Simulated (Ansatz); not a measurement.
```csv
atom,x (Å),y (Å),z (Å)
C,-0.6751,5.5324,-0.2789
C,-0.7108,4.3171,-0.1444
C,-0.7497,2.9621,0.0031
C,-0.7898,1.7449,0.1510
C,-0.8151,0.3094,0.2591
Ge,-0.2500,-0.5525,-1.4383
H,-0.6441,6.5994,-0.3960
H,-0.1405,-0.0427,1.0594
H,-1.8285,-0.0547,0.5036
H,-1.2121,-0.1240,-2.5517
H,-0.2992,-2.0771,-1.2503
H,1.1784,-0.1042,-1.7661
```

Geometry: r2SCAN-D4/def2-SVP.

Level of theory: Ansatz 0.2.0, isolated molecule in a Gaussian basis; Kohn-Sham density functional theory, functional PBE0.

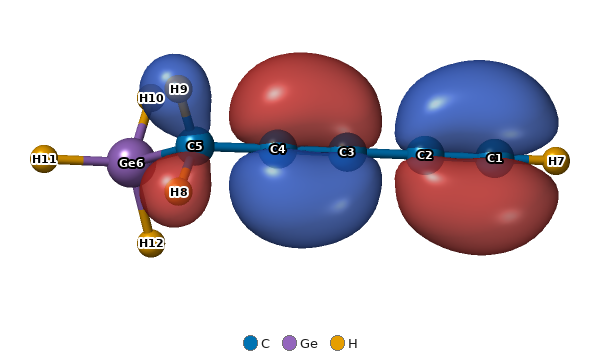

C5H6Ge (SMILES C#CC#C[CH2][GeH3]). The HOMO−1 at ±0.08 Å⁻³ᐟ² (blue and red are the two phases), seen from one side.

> Where does this orbital lie, and at what energy?

By Hirshfeld shares it lies mainly on C1 (about 30 %), C4 (about 25 %), C3 (about 20 %) and C2 (about 15 %). Its energy is −7.14 eV.
